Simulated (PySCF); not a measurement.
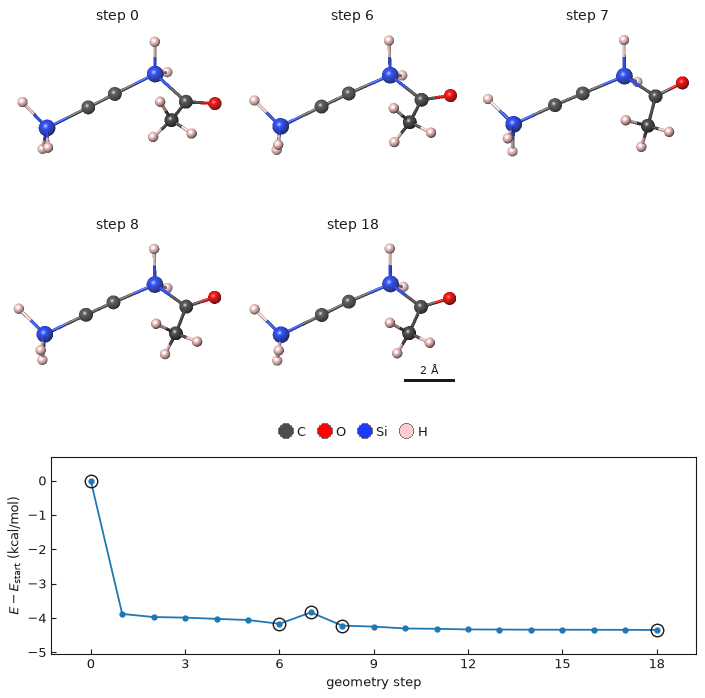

Frames of a relaxation of C$_{4}$H$_{8}$OSi$_{2}$, marked on the history of the run. The picture is a ball-and-stick view, seen from a free direction.

The start comes from GFN2-xTB. Its atoms were then displaced at random by about 0.01 Å.

Level of theory: PySCF, PBE0-D3(BJ)/def2-SVP geometry optimisation, gas phase. 

Question: What happens along the run?

Answer: The atom that moves furthest after the best rigid fit is the O atom (0.70 Å). By element the largest moves are O 0.70 Å, H 0.57 Å, C 0.22 Å, Si 0.11 Å. Among the contacts that change: H–Si 1.446 → 1.491 Å, C–H 1.066 → 1.102 Å, C–Si 1.866 → 1.836 Å, C–C 1.528 → 1.501 Å. Bond angles that change, for instance: C–Si–C 106.0° → 111.3°, O–C–Si 120.6° → 115.7°, C–C–Si 116.6° → 121.2°. Groups turn about C–Si by about 25°. Over 18 geometry steps the energy falls by 4.35 kcal/mol. From step 0 to 6: the O atom moves most (0.36 Å), energy −4.17 kcal/mol. From step 6 to 7: the O atom moves most (0.67 Å), energy +0.33 kcal/mol. From step 7 to 8: the O atom moves most (0.30 Å), energy −0.39 kcal/mol. From step 8 to 18: an H atom moves most (0.13 Å), energy −0.13 kcal/mol.
